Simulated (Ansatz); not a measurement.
# SnBr3F: small, medium and large basis sets

Aim: see how fast density functionals converge with the basis set for SnBr3F.

Program: Ansatz 0.2.0, Gaussian basis. Level of theory: one geometry, several basis sets. These are calculated values, not measurements.

Plan: PBE0-D4/def2-SVP; ωB97M-V/def2-SVP; PBE0-D4/def2-QZVPP; ωB97M-V/def2-QZVPP; the functionals' def2-TZVPP values are taken from earlier runs.

### Step 1. Structure used throughout

The geometry comes from an earlier relaxation with PBE0-D4 in a triple-zeta def2 set; it is a stationary point. Sn takes the def2 core potential; no spin-orbit term is included.

SMILES `[F][Sn]([Br])([Br])[Br]`, 5 atoms, charge 0, spin multiplicity 1.

Atoms are counted from 1 here; the program's logs count them from 0.

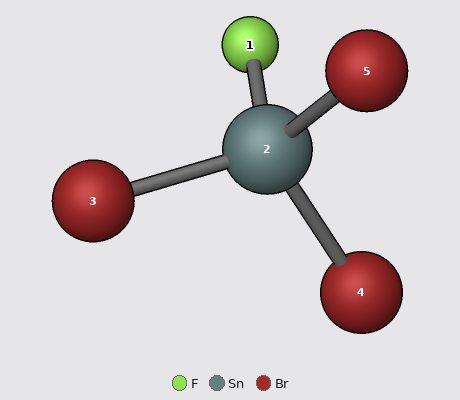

The structure; fluorine green, tin teal, bromine red; atoms are numbered from 1 in the order of the file.

### Step 2. PBE0-D4 in def2-SVP

The input, in.yaml:

```yaml
crystal:
  periodic: [false, false, false]
  atoms:
    - {symbol: F, position_ang: [-0.559761, -0.108147, 1.842921]}
    - {symbol: Sn, position_ang: [-0.002120, -0.016734, 0.031014]}
    - {symbol: Br, position_ang: [1.968856, -1.429808, -0.168236]}
    - {symbol: Br, position_ang: [-1.855155, -0.838311, -1.315316]}
    - {symbol: Br, position_ang: [0.497981, 2.319300, -0.431784]}
basis:
  gaussian: {orbitals: def2-SVP}
hamiltonian: {xc: pbe0, dispersion: d4}
output: {orbitals: {seedname: orbitals}}
```

Launch:

```bash
> ansatz run in.yaml --threads 4 --pin off --events-out ev --progress --plain --max-ram 11315MiB
```

After this run come: ωB97M-V in def2-SVP; PBE0-D4 in def2-QZVPP; ωB97M-V in def2-QZVPP.

Q: Predict the results of all the runs planned. Wanted: PBE0-D4: double and triple zeta above quadruple; ωB97M-V: double and triple zeta above quadruple.

The runs gave:

| quantity | value |
| --- | --- |
| PBE0-D4: double and triple zeta above quadruple | 33.95, 4.54 eV |
| ωB97M-V: double and triple zeta above quadruple | 33.70, 4.37 eV |

PBE0-D4 gains 29.41 eV from double to triple zeta, then 4.54 eV more. These are total energies; as a rule much of such shifts cancels in differences, which this series doesn't test.
